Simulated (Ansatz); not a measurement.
## Electronic structure of H5InN2 (SMILES [NH2][InH][NH2]) in real space

```xyz
8

In    0.1435    0.6529    0.1242
N    -0.0772   -0.2092    1.9477
N     0.7315   -0.6524   -1.3138
H     1.1489   -1.5378   -1.0451
H    -0.6616    0.2342    2.6485
H     1.1825   -0.3079   -2.1547
H    -0.1382    2.3161   -0.1718
H    -0.1740   -1.2173    2.0159
```

Geometry: PBE0-D3(BJ)/def2-SVP; core potentials replace the inner electrons of In.

The calculation used Ansatz, isolated molecule in a Gaussian basis; Kohn-Sham density functional theory, functional PBE0.

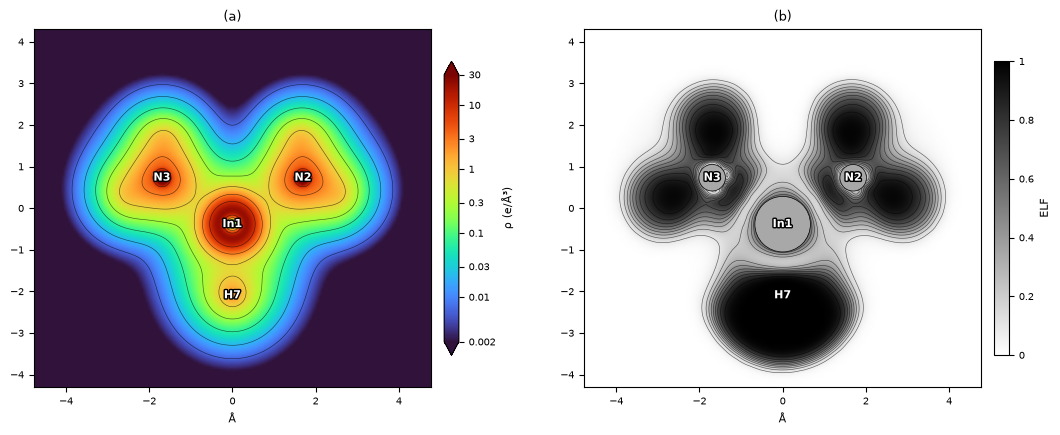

Figure 1. (a) electron density; (b) electron localisation function on the plane of atoms N3, In1 and H7. Grey discs cover the atomic cores in the ELF map.

Read the bonding off the picture.

Answer. The plane passes through In, N and H nuclei.
In–N (2.03 Å): ρ at the midpoint is about 0.77 e/Å³; the ELF peaks at about 0.85 in the valence shell of N, 0.6 Å from its nucleus, and drops to about 0.15 between the two atoms.
In–H (1.71 Å): ρ is about 1.2 e/Å³ halfway; the ELF climbs to about 1 towards the hydrogen.

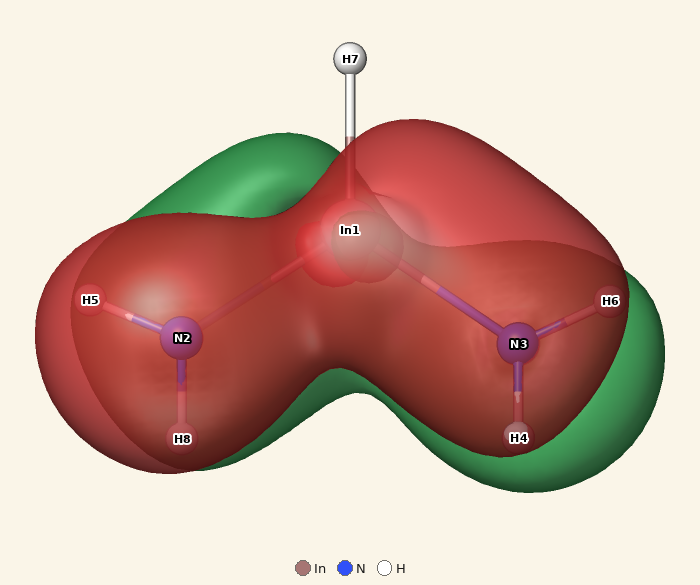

Figure 2. The HOMO−1 at ±0.06 Å⁻³ᐟ² (green and red are the two phases), seen across its widest extent.

What is the character of this orbital?

Answer. It lies mainly on N2 (about 35 %), N3 (about 35 %) and In1 (about 20 %); largely a combination of lone pairs on N2 and N3. Its energy is −7.21 eV.
